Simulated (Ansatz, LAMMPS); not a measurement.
# Glassy 63SiO2-9CaO-11ZnO-11SrO-6Sc2O3 (mol %) (98 atoms): a short ab initio trajectory

Aim: follow glassy 63SiO2-9CaO-11ZnO-11SrO-6Sc2O3 (mol %) (98 atoms) for a short time with forces from DFT, then look at structure and electrons in the last frame.

Main program and level: Ansatz 0.2.0; Kohn-Sham DFT, PBE, PAW (set soft_2), plane waves.

## (1) Set-up

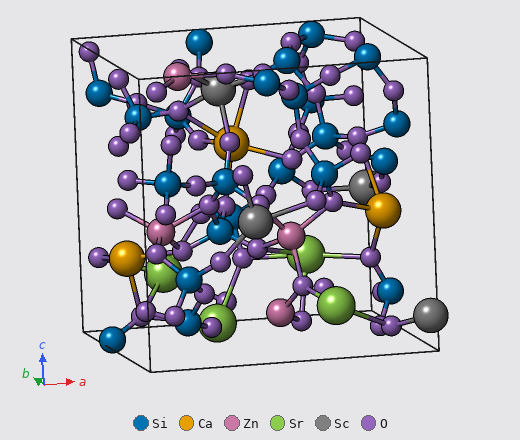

The starting structure, seen slightly off an axis (silicon blue, calcium orange, zinc pink, strontium green, scandium grey, oxygen purple). Bonds to atoms that aren't drawn are left out. Some periodic images of atoms are drawn too.

The cell holds 98 atoms: 22 Si, 3 Ca, 4 Zn, 4 Sr, 4 Sc and 61 O. Its edges and angles: a = 11.062 Å, b = 11.062 Å, c = 11.062 Å, α = 90.0°, β = 90.0°, γ = 90.0°. 98 atoms (22 Si, 3 Ca, 4 Zn, 4 Sr, 4 Sc, 61 O) placed at random at 2.93 g/cm³, melted at 4000 K for 10 ps at fixed volume with the Morse and Coulomb pair potential with partial charges (Pedone, Malavasi, Menziani, Cormack and Segre, J. Phys. Chem. B 110, 11780 (2006)). Quenched from 4000 K to 300 K at 25 K/ps and fixed volume, held 10 ps at zero pressure, then minimised at fixed cell.

Limits known from the start: The quench rate of 25 K/ps far exceeds what a furnace or splat quench reaches, so expect more defects and frozen-in strain than in a real sample. The starting topology of bonds comes from the classical model. The Brillouin zone is sampled at Γ only, in a cell whose shortest periodic width is 11 Å.

## (2) Single point at the start

The forces at the start show how far the geometry lies from a minimum of this functional.

Input file input.yaml:

```yaml
crystal:
  lattice:
    - [11.06175, 0.0, 0.0]
    - [0.0, 11.06175, 0.0]
    - [0.0, 0.0, 11.06175]
  atoms:
    - { symbol: Si, position: [0.85319, 0.26179, 0.97876] }
    - { symbol: Si, position: [0.66638, 0.16523, 0.60579] }
    - { symbol: Si, position: [0.37882, 0.52328, 0.38184] }
    - { symbol: Si, position: [0.81124, 0.95995, 0.73925] }
    [... 88 atom lines left out ...]
    - { symbol: O, position: [0.83747, 0.39228, 0.68887] }
    - { symbol: O, position: [0.317, 0.06347, 0.98678] }
    - { symbol: O, position: [0.00449, 0.24487, 0.62145] }
    - { symbol: O, position: [0.84744, 0.60705, 0.61072] }
    - { symbol: O, position: [0.49899, 0.72508, 0.2537] }
    - { symbol: O, position: [0.69639, 0.72603, 0.97564] }
kpoints:
  mp_grid: { grid: [1, 1, 1] }
hamiltonian:
  xc: pbe
scf:
  occupations: { method: fermi_dirac, width: 0.05 }
output:
  forces: true
```

Run with:

```bash
$ ansatz run input.yaml --threads 4 --pin off --max-ram 8192MiB --backend cpu --events-out ev --progress --plain --runs-dir out
```

Run time: 13 s. Hardware: 4 threads of Arm Neoverse V2, shared host; peak memory 1.9 GiB; 51 s of CPU time.

The run gave:

```
free energy            : -90159.2930 eV
free energy per atom   : -919.9928 eV/atom
SCF cycles             : 10
r.m.s. force component : 1.006 eV/Å
longest force          : 3.656 eV/Å
Fermi energy           : 6.417 eV
```

The r.m.s. force component of 1.0 eV/Å sets the starting point.

Neighbours are counted within 2.08 Å (O-Si), 2.76 Å (O-Sc), 3.12 Å (O-Sr), 2.38 Å (O-Zn), 2.83 Å (O-Ca).

Length of the force by element and coordination:

```csv
element,coordination,atoms,mean length of the force (eV/Å),spread,least,most
Ca,all,3,0.843,0.285,0.473,1.17
Ca,5,2,0.681,0.207,0.473,0.888
Ca,6,1,1.17,0,1.17,1.17
O,all,61,1.70,0.720,0.188,3.66
O,2,28,1.42,0.690,0.457,3.66
O,3,28,1.94,0.664,0.188,2.96
O,4,5,1.94,0.596,0.785,2.47
Sc,all,4,1.45,0.562,0.659,2.24
Sc,4,1,0.659,0,0.659,0.659
Sc,5,2,1.79,0.445,1.35,2.24
Sc,6,1,1.55,0,1.55,1.55
Si,all,22,1.71,0.595,0.858,3.51
Sr,all,4,0.814,0.352,0.557,1.42
Sr,4,2,0.640,0.0245,0.616,0.665
Sr,6,1,0.557,0,0.557,0.557
Sr,7,1,1.42,0,1.42,1.42
Zn,all,4,0.625,0.260,0.307,1.02
Zn,3,1,0.661,0,0.661,0.661
Zn,4,3,0.613,0.299,0.307,1.02
```

## (3) Dynamics at 300 K

Without a thermostat the total energy must stay constant, which tests forces and time step. The time step is 1.0 fs.

input.yaml: that of step 2 with these lines changed.

```diff
@@ -15 +15,8 @@
   forces: true
+md:
+  timestep: 1.0
+  n_steps: 260
+  ensemble: nve
+  temperature: 300
+  initial_velocities: maxwell_boltzmann
+  seed: 8608
```

It took 31 min on 4 threads; peak memory 2 GiB.

The program notes that it switched symmetry off.

The trajectory, sampled:

```csv
time (fs),T (K),potential (meV/atom),conserved (meV/atom)
0.0,300,0.0,0.00
17.0,342,-5.4,-0.01
35.0,287,1.7,-0.02
52.0,332,-4.1,-0.02
69.0,338,-4.9,-0.04
87.0,369,-8.9,-0.05
104.0,336,-4.6,-0.03
121.0,315,-1.9,-0.01
139.0,347,-6.0,-0.03
156.0,330,-3.9,-0.02
173.0,316,-2.1,-0.02
191.0,399,-12.7,-0.05
208.0,329,-3.7,-0.03
225.0,330,-3.8,-0.02
243.0,301,-0.2,-0.02
260.0,291,1.2,-0.02
```

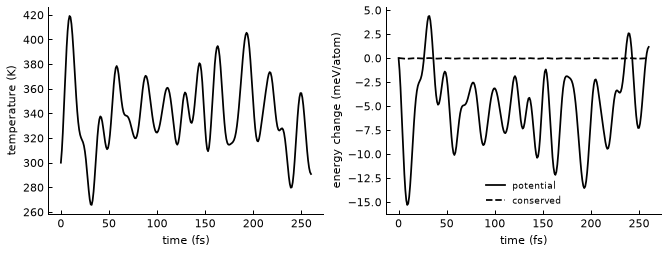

Temperature and energies against time.

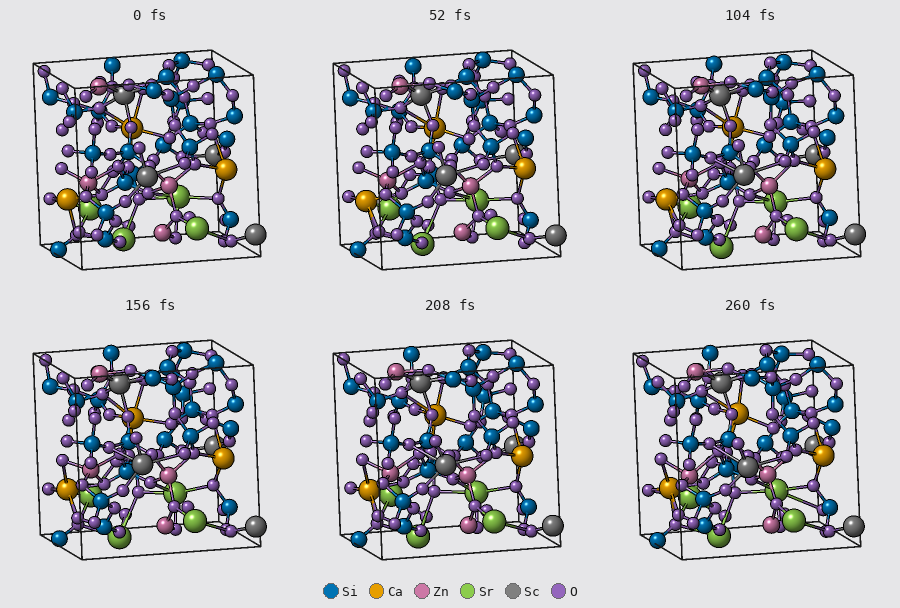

6 frames of the run. Bonds to atoms that aren't drawn are left out.

Mean square displacement from the first frame to the last: Si 0.064 Å², Ca 0.16 Å², Zn 0.14 Å², Sr 0.13 Å², Sc 0.059 Å², O 0.12 Å².

The mean square displacement by time lag:

```csv
time lag (fs),Ca (Å²),O (Å²),Sc (Å²),Si (Å²),Sr (Å²),Zn (Å²)
1.0,1.6e-5,5.2e-5,1.6e-5,3.4e-5,9.7e-6,1.0e-5
11.0,0.00188,0.00559,0.00178,0.00348,0.00116,0.00125
22.0,0.00719,0.0161,0.00622,0.00899,0.00451,0.00483
38.0,0.0192,0.0291,0.0143,0.0130,0.0128,0.0136
49.0,0.0288,0.0369,0.0198,0.0157,0.0203,0.0216
60.0,0.0382,0.0430,0.0250,0.0189,0.0289,0.0308
70.0,0.0458,0.0495,0.0296,0.0229,0.0374,0.0399
81.0,0.0527,0.0585,0.0343,0.0280,0.0471,0.0503
92.0,0.0573,0.0670,0.0380,0.0320,0.0567,0.0605
108.0,0.0598,0.0785,0.0418,0.0375,0.0702,0.0745
119.0,0.0595,0.0852,0.0445,0.0416,0.0788,0.0830
130.0,0.0583,0.0907,0.0479,0.0450,0.0866,0.0905
```

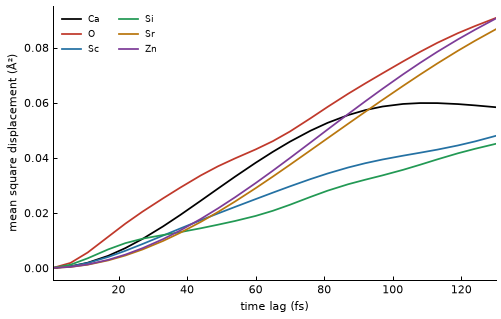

Mean square displacement against time lag.

Over the second half of 260 fs the temperature averages 342 K with swings of 30 K r.m.s. The conserved energy stays within 0.07 meV/atom. From first frame to last Ca has the largest mean square displacement, 0.16 Å² at the end; the farthest move is 0.90 Å. The count of bonds goes from 168 in the first frame to 172 in the last, by one set of cutoffs: 1 pairs passed out of them and 5 came within. The run spans 0.26 ps, too short for its means to be equilibrium values.

## (4) Structure statistics late in the run

The g(r) is a mean over the second half; what follows it is taken at the last frame.

Bonds before and after, by the cutoffs listed below:

```csv
pair,bonds before,bonds after,mean before (Å),mean after (Å),spread before (Å),spread after (Å)
O-Si,88,88,1.613,1.653,0.037,0.052
O-Sc,20,20,2.109,2.106,0.109,0.150
O-Sr,26,28,2.787,2.724,0.298,0.263
O-Zn,15,16,2.011,2.041,0.076,0.175
O-Ca,19,20,2.529,2.507,0.206,0.227
```

Density 3.07 g/cm³, 13.81 Å³ an atom.

Mean of 15 frames. Pair distribution functions g(r), in bins of 0.2 Å:

```csv
r (Å),total,O-O,O-Si,O-Sc,O-Sr,O-Zn,O-Ca
1.50,0.55,0.00,1.97,0.00,0.00,0.00,0.00
1.70,3.07,0.00,10.98,0.00,0.00,0.00,0.00
1.90,0.37,0.00,0.08,2.53,0.00,4.41,0.00
2.10,0.51,0.00,0.00,6.45,0.00,3.23,0.60
2.30,0.24,0.01,0.00,0.46,1.15,0.61,3.29
2.50,0.79,1.24,0.00,0.35,3.12,0.07,3.39
2.70,1.71,3.78,0.05,0.27,1.95,0.72,1.46
2.90,0.96,1.61,0.16,0.54,1.27,0.67,0.74
3.10,0.82,0.80,0.28,0.28,0.67,0.75,0.06
3.30,0.83,0.79,0.72,0.40,0.34,0.62,0.07
3.50,1.01,0.99,1.14,0.30,0.46,0.60,0.20
3.70,1.04,0.77,1.54,0.58,0.78,0.90,0.38
3.90,0.99,0.65,1.43,1.11,0.84,1.53,0.76
4.10,1.09,0.63,1.77,1.44,0.92,1.33,1.24
4.30,1.14,0.82,1.64,1.77,0.80,1.39,1.27
4.50,1.02,0.93,1.03,1.56,1.08,1.08,1.58
4.70,1.08,1.16,0.83,1.42,1.45,1.12,2.08
4.90,1.03,1.14,0.77,1.01,1.51,1.06,1.38
5.10,0.99,1.33,0.62,0.70,1.18,0.98,0.93
5.30,1.02,1.33,0.76,0.95,1.00,0.47,0.95
```

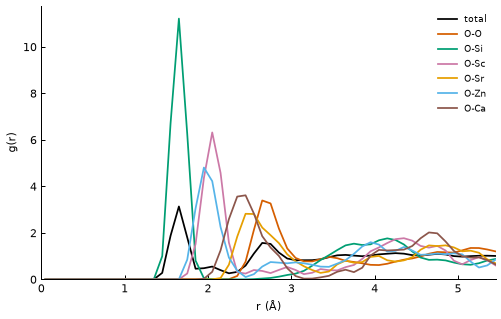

Pair distribution functions, lightly smoothed.

Bonds by pair of elements; cutoffs follow the first minimum of g(r), held within bounds set by covalent radii, and pairs that aren't listed don't count as bonded:

```csv
pair A-B,cutoff (Å),bonds,mean length (Å),spread (Å),shortest (Å),B about A,A about B
O-Si,2.16,88,1.65,0.052,1.54,1.44,4
O-Sc,2.76,20,2.11,0.15,1.92,0.328,5
O-Sr,3.43,28,2.72,0.263,2.33,0.459,7
O-Zn,2.48,16,2.04,0.175,1.80,0.262,4
O-Ca,3.18,20,2.51,0.227,2.13,0.328,6.67
```

How many atoms have how many bonded neighbours:

```csv
element,mean,2,3,4,5,6,7,8
Ca,6.67,0,0,0,0,1,2,0
O,2.82,22,28,11,0,0,0,0
Sc,5,0,0,1,2,1,0,0
Si,4,0,0,22,0,0,0,0
Sr,7,0,0,0,0,1,2,1
Zn,4,0,1,2,1,0,0,0
```

Bond angles, per cent of each kind in bins of 5°:

```csv
angle (°),O-Si-O,O-Sr-O,O-Ca-O,O-Sc-O,Si-O-Sr
50–55,0.0,3.5,1.8,0.0,0.0
55–60,0.0,7.1,8.8,0.0,0.0
60–65,0.0,5.9,3.5,0.0,0.0
65–70,0.0,4.7,3.5,2.4,0.0
70–75,0.0,2.4,7.0,2.4,0.0
75–80,0.0,4.7,8.8,4.9,0.0
80–85,0.0,8.2,12.3,12.2,3.2
85–90,0.0,4.7,1.8,12.2,16.1
90–95,0.8,4.7,3.5,17.1,9.7
95–100,6.1,10.6,5.3,2.4,9.7
100–105,19.7,4.7,3.5,7.3,6.5
105–110,28.0,1.2,5.3,4.9,9.7
110–115,27.3,8.2,5.3,2.4,6.5
115–120,11.4,3.5,0.0,9.8,6.5
120–125,4.5,2.4,1.8,4.9,6.5
125–130,1.5,4.7,7.0,0.0,9.7
130–135,0.8,1.2,7.0,0.0,3.2
135–140,0.0,1.2,1.8,0.0,0.0
140–145,0.0,4.7,3.5,2.4,3.2
145–150,0.0,4.7,0.0,4.9,3.2
150–155,0.0,1.2,1.8,2.4,6.5
155–160,0.0,1.2,3.5,4.9,0.0
160–165,0.0,3.5,3.5,0.0,0.0
165–170,0.0,0.0,0.0,2.4,0.0
170–175,0.0,0.0,0.0,0.0,0.0
175–180,0.0,1.2,0.0,0.0,0.0
```

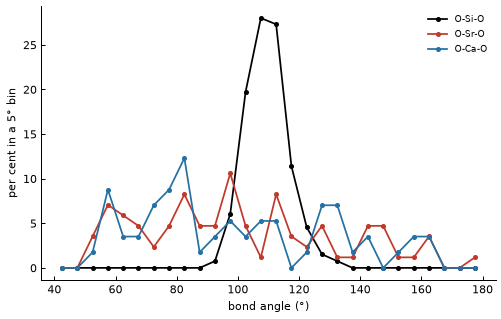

Distributions of the most common bond angles.

Bond angles (no mean is given where the spread exceeds 20°):

```csv
angle,count,mean (°),spread (°)
O-Si-O,132,109,6.6
O-Sr-O,85,-,-
O-Ca-O,57,-,-
O-Sc-O,41,-,-
Si-O-Sr,31,111,20
```

Oxygen atoms by the number of network formers (Si, P, Ge, B, Al, As, Ga) bound to them:

```csv
network formers bound to O,O atoms,per cent
0,2,3.3
1,30,49.2
2,29,47.5
```

Network units: each former by its oxygen neighbours and how many of them bridge to another former:

```csv
former,O neighbours,bridging O,atoms
Si,4,1,1
Si,4,2,8
Si,4,3,11
Si,4,4,2
```

Bond length by coordination (bonds to H left out):

```csv
element,coordination,atoms,mean bond length (Å)
Ca,6,1,2.42
Ca,7,2,2.54
O,2,22,1.69
O,3,28,2.04
O,4,11,2.30
Sc,4,1,2.04
Sc,5,2,2.1
Sc,6,1,2.16
Sr,6,1,2.65
Sr,7,2,2.74
Sr,8,1,2.75
Zn,3,1,1.92
Zn,4,2,2.02
Zn,5,1,2.14
```

Rings of the network by King's shortest-path rule, up to 12 atoms, one path for each pair of neighbours; H, halogens, alkali and alkaline-earth atoms are left out, and the last column divides by all other atoms, bonded or not:

```csv
ring size (atoms),rings,per network atom
4,3,0.033
6,7,0.077
8,9,0.099
10,25,0.275
12,17,0.187
```

For some of the pairs, g(r) has its first main peak near 2.7 Å (O-O), 1.6 Å (O-Si), 2.1 Å (O-Sc), 2.5 Å (O-Sr), 2.0 Å (O-Zn) and 2.4 Å (O-Ca). By these cutoffs 67 % of Ca atoms have 7, 46 % of O atoms have 3, 50 % of Sc atoms have 5 and all Si atoms have 4 bonded neighbours. The O-Si-O angle averages 109° with a spread of 7°. Counting bonds to Si alone, not to Sc and Zn, 48 % of the oxygens join two of these atoms and 49 % one; 3 % join none. The commonest Si unit has 4 oxygens, 3 of them shared with other formers (11 of 22 atoms). Rings of 10 atoms are the most common (41 % of those counted); sizes run from 4 to 12, where the search stops.

(Continued in part 2 of 2.)

[Logs are printed without paths, hosts, clocks, repeated set-up lines and the standing remarks that a program may print on its own settings, such as how far it seeks lower states.]

[Hosts, paths, dates, database ids (printed as entryN), source tags and the programs' standing remarks are cut or masked in the printed files.]
